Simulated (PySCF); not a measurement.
Consider C$_{6}$H$_{10}$BClSi.

Input

```
{"job": {"kind": "nmr", "xc": "PBE0", "basis": "pcSseg-1"}, "charge": 0, "multiplicity": 1}
C     -2.234850    -1.194259     0.309670
B     -1.283687    -0.004183    -0.107896
C     -1.900440     1.294572    -0.766432
C      0.244562    -0.079487     0.084648
C      0.880550    -0.770403     1.063794
C      2.324325    -0.731410     1.124223
C      2.902976     0.022345     0.176795
Cl     4.601028     0.196133     0.027440
Si     1.572854     0.813395    -0.931342
H     -3.149808    -0.840723     0.781825
H     -2.547621    -1.728752    -0.587788
H     -1.774231    -1.927508     0.966960
H     -1.901873     2.105898    -0.038100
H     -2.926705     1.171942    -1.104578
H     -1.303481     1.646004    -1.606463
H      0.350563    -1.333273     1.820275
H      2.860072    -1.282125     1.883273
H      1.572008     2.267930    -0.781456
H      1.703956     0.383154    -2.322309
```

Run with:

```sh
OMP_NUM_THREADS=1 python probes_run.py task.json out
```

Geometry: GFN2-xTB.

Theory: PBE0/pcSseg-1, SCF density, gas phase, non-relativistic (PySCF 2.14.0).

### What can the converged electron density and electron localisation function tell about the bonding?

C–C (1.34 Å): ρ is about 2.3 e/Å³ halfway; the ELF peaks at about 0.90 between the atoms; a multiple bond.
C–B (1.54 Å): the density is about 1.4 e/Å³ at the midpoint; the ELF peaks at about 1 between the atoms (a covalent bond).
C–Cl (1.71 Å): ρ is about 1.5 e/Å³ halfway; the ELF peaks at about 0.90 between the atoms: localised, covalent bonding.
C–Si (1.90 Å): the density is about 0.92 e/Å³ at the midpoint; the ELF peaks at about 0.95 between the atoms; a covalent bond.

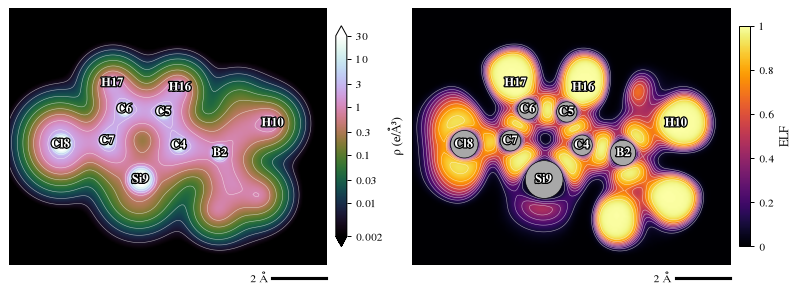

Computed electron density and electron localisation function on the plane of atoms Cl8, C7 and Si9, in this order. Grey discs cover the atomic cores in the ELF map. 
